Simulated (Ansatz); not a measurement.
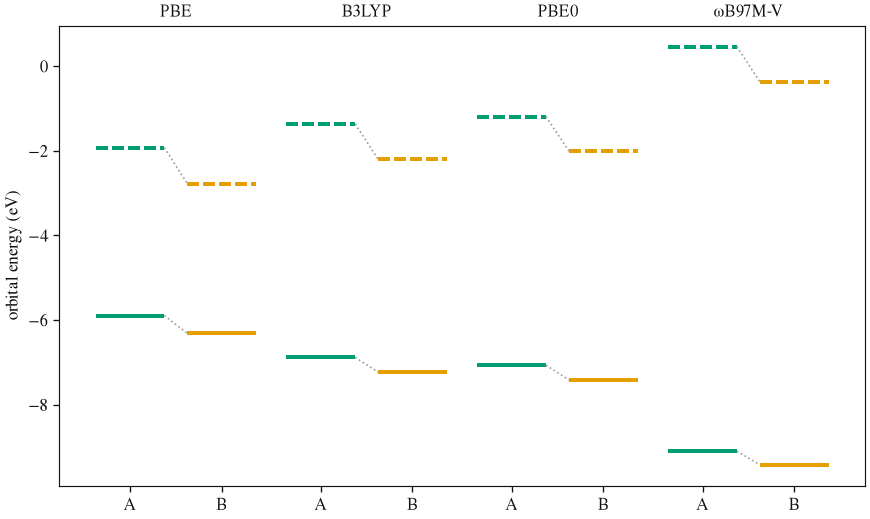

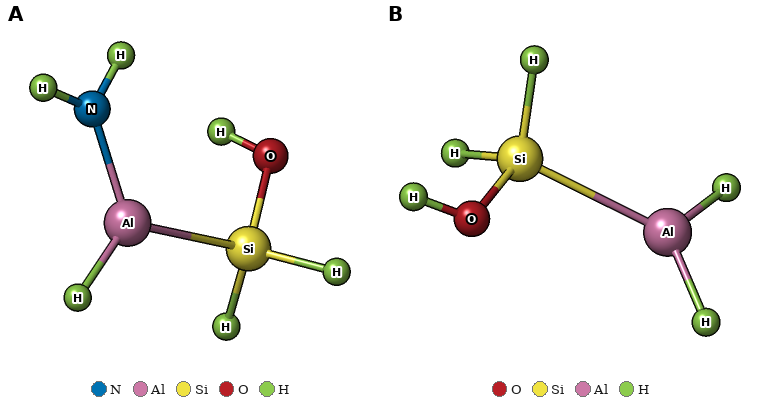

One change: A, AlSiNH₆O (SMILES [NH2][AlH][SiH2]O), becomes B, AlSiH₅O (SMILES O[SiH2][AlH2]). NH₂ on Al is replaced by H. HOMO (solid) and LUMO (dashed) computed in def2-TZVPP at PBE0-D4/def2-TZVP geometries, both minima by their frequencies, gas phase, the Ansatz code 0.2.0. Empty levels above zero depend strongly on the basis.

Q: What does the change do to HOMO and LUMO?

A: PBE: the HOMO falls by 0.42 eV, the LUMO falls by 0.85 eV, and the separation goes from 3.97 to 3.54 eV. B3LYP: the HOMO falls by 0.35 eV, the LUMO falls by 0.84 eV, and the separation goes from 5.52 to 5.03 eV. PBE0: the HOMO falls by 0.35 eV, the LUMO falls by 0.81 eV, and the separation goes from 5.87 to 5.40 eV. ωB97M-V: the HOMO falls by 0.32 eV, the LUMO falls by 0.83 eV, and the separation goes from 9.56 to 9.05 eV.

Q: Do the functionals agree on the effect?

A: They agree on the direction for both levels; the HOMO shift lies between −0.42 and −0.32 eV and the LUMO shift between −0.85 and −0.81 eV, while the separations themselves differ by up to 5.6 eV between functionals.

Caveats: one conformer of each flexible molecule.
